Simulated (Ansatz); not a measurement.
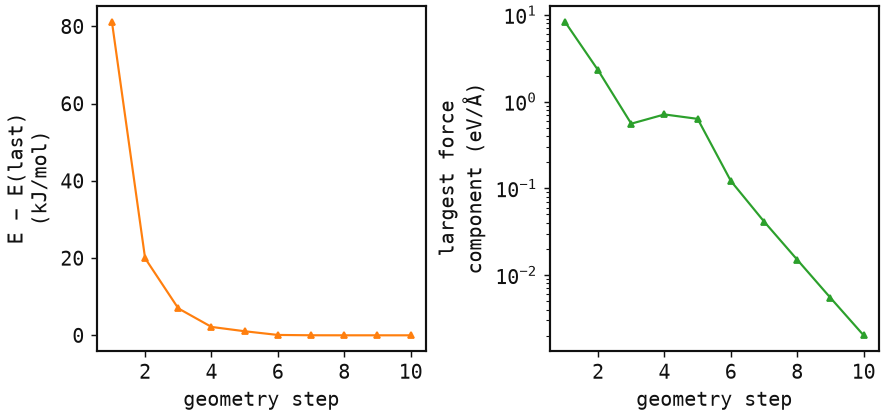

History of a geometry optimisation.

CH$_{5}$AlO; RKS PBE0-D4/def2-TZVP (Ansatz 0.2.0).

How did the optimisation end?

The optimisation met its thresholds at geometry 10, counting the start as the first. The energy fell by about 81 kJ/mol from the first step to the last. The largest force component goes from about 8.4 eV/Å at the start to 2 × 10⁻³ eV/Å at the end.
